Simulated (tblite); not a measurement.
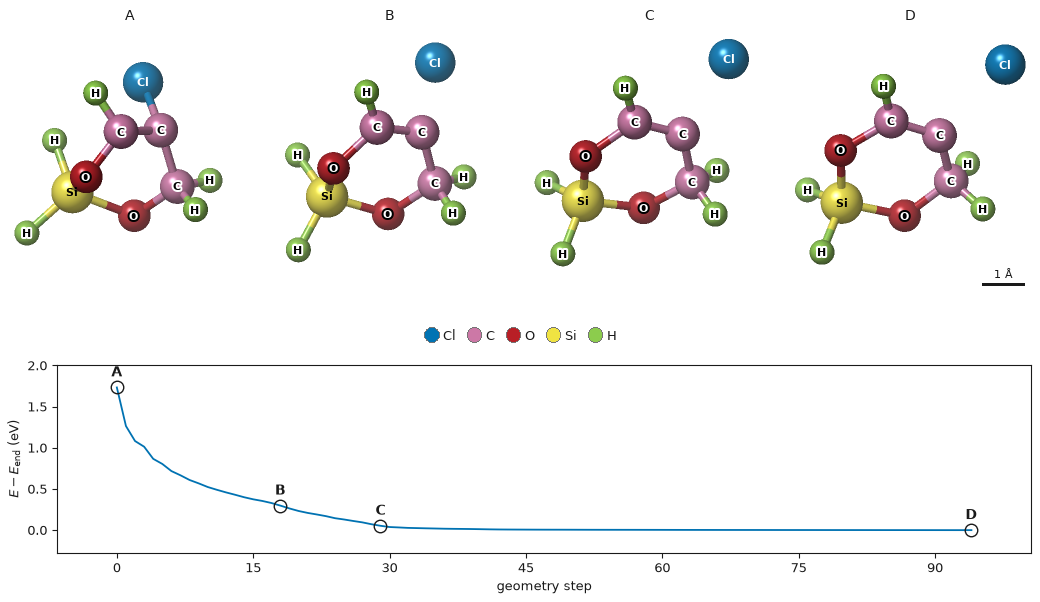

Frames of a relaxation of C₃H₅ClO₂Si (charge −1, multiplicity 2), marked on the history of the run. Style: ball-and-stick. Shown at a tilt.

Theory: GFN2-xTB geometry optimisation, gas phase (tblite 0.8.0). 

**What happens along the run?**

The atom that moves furthest after the best rigid fit is the Cl atom (2.35 Å). Largest moves by element: Cl 2.35 Å, H 1.45 Å, O 1.11 Å, C 0.52 Å, Si 0.36 Å. Among the contacts that change: Cl–Si 3.233 → 5.164 Å, C–Cl 1.764 → 2.352 Å, C–Cl 2.742 → 3.168 Å, C–Cl 2.743 → 3.141 Å. Bonds break, among them: C–Cl (1.76 → 2.35 Å). Bond angles that change, for instance: Si–O–C 108.1° → 122.5°, C–C–H 111.7° → 125.9°, C–O–Si 105.1° → 118.7°. Over 94 geometry steps the energy falls by 1.733 eV. From step 0 to 18: the Cl atom moves most (0.91 Å), energy −1.436 eV. From step 18 to 29: the Cl atom moves most (1.03 Å), energy −0.245 eV. From step 29 to 94: the Cl atom moves most (0.61 Å), energy −0.053 eV.
